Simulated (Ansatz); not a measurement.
# Calculations on BH₂SOCl

## 1. Relaxation

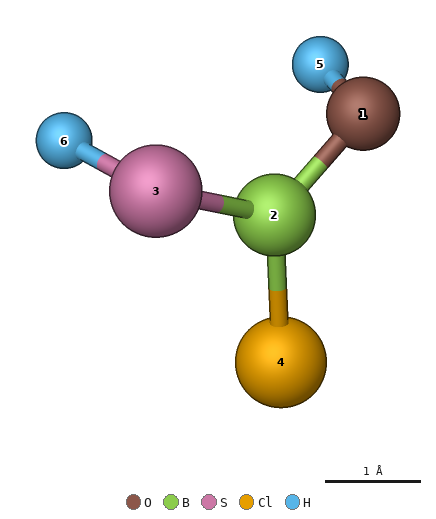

BH2SOCl (coarse preliminary run), before the relaxation. A ball-and-stick model, seen at a tilt.

These are results of RKS PBE-D4/def2-SVP in Ansatz, not measurements.

Input
```yaml
crystal:
  periodic: [false, false, false]
  atoms:
    - {symbol: O, position_ang: [0.483200, 0.512400, -1.292400]}
    - {symbol: B, position_ang: [-0.126800, -0.365100, -0.317900]}
    - {symbol: S, position_ang: [0.862900, -0.862400, 1.169400]}
    - {symbol: Cl, position_ang: [-1.749600, -1.025500, -0.545700]}
    - {symbol: H, position_ang: [0.174900, 1.449700, -1.000700]}
    - {symbol: H, position_ang: [0.397400, 0.226900, 1.941200]}
basis:
  gaussian: {orbitals: def2-SVP}
hamiltonian: {xc: pbe, dispersion: d4}
relax: {f_tol: 0.03, max_steps: 250}
```

Question: What does the optimiser find from here?

Answer: The optimiser took 9 steps. The largest move after the best rigid fit is that of H6, 0.86 Å. By element the largest moves are H 0.86 Å, O 0.76 Å, S 0.68 Å, Cl 0.50 Å, B 0.28 Å. Among the contacts that change: O1–B2 1.446 → 1.360 Å, O1–H5 1.029 → 0.975 Å, S3–H6 1.414 → 1.363 Å, B2–S3 1.854 → 1.813 Å. Among the angles between lasting bonds that change: B2–O1–H5 103.6° → 111.9°, O1–B2–S3 118.6° → 120.8°. Groups turn about B2–S3 by about 90°, O1–B2 by about 85°.

The structure at the end:

```xyz
6

O     0.3527    0.8823   -0.6425
B    -0.2391   -0.2212   -0.1122
S     0.2697   -0.8582    1.5075
Cl   -1.5319   -1.0863   -0.9869
H    -0.0204    1.1119   -1.5138
H     1.2110    0.1075    1.7018
```

After the run, drawn alike:

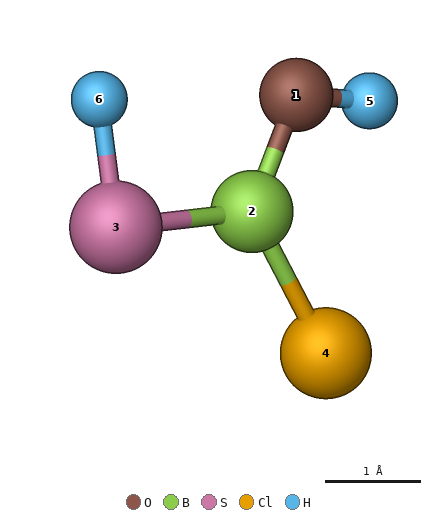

## 2. A change

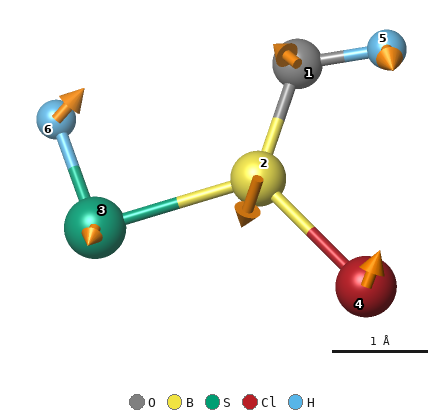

BH2SOCl. The orange arrows show how the atoms are displaced, magnified 30 times. The picture is a ball-and-stick view, seen at a tilt.

Computed with Ansatz, RKS PBE-D4/def2-TZVPP. 

> What was done to the structure, and with what result?

All atoms are moved at random (σ = 0.02 Å) from the PBE0-D4/def2-TZVP minimum. It lowers the energy by 0.02 kcal/mol. The largest force is 0.53 eV/Å, on B2. At other levels of theory the same distortion costs 0.29 kcal/mol (RKS r2SCAN-D4/def2-TZVPP), 0.40 kcal/mol (RKS PBE0-D4/def2-TZVPP), 0.37 kcal/mol (RKS wB97M-V/def2-TZVPP), 0.26 kcal/mol (RHF-CCSD(T), frozen core/def2-TZVPP). Among the bonded contacts that change: O1–B2 1.348 → 1.368 Å, S3–H6 1.344 → 1.357 Å, O1–H5 0.962 → 0.974 Å, B2–S3 1.800 → 1.792 Å.

## 3. A change

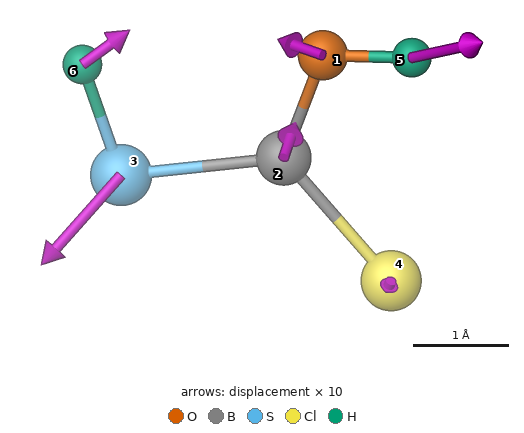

BH₂SOCl. The purple arrows show how the atoms are displaced, magnified 10 times. A ball-and-stick model, seen at a tilt.

The calculation used Ansatz, RKS r2SCAN-D4/def2-TZVPP. 

### What was done to the structure, and with what result?

All atoms are moved at random (σ = 0.12 Å) from the PBE0-D4/def2-TZVP minimum. It costs 67.7 kJ/mol. The largest force is 5.3 eV/Å, on O1. The forces mostly point back along the displacements (cosine −0.73). At other levels of theory the same distortion costs 58.5 kJ/mol (RKS PBE-D4/def2-TZVPP), 71.3 kJ/mol (RKS PBE0-D4/def2-TZVPP), 70.6 kJ/mol (RKS wB97M-V/def2-TZVPP), 70.3 kJ/mol (RHF-CCSD(T), frozen core/def2-TZVPP). Some distances before and after: O1–H5 0.962 → 1.118 Å, B2–S3 1.800 → 1.901 Å, S3–H6 1.344 → 1.434 Å, O1–B2 1.348 → 1.314 Å. Bond angles that change, for instance: B2–S3–H6 94.9° → 86.1°, S3–B2–Cl4 117.6° → 114.2°.
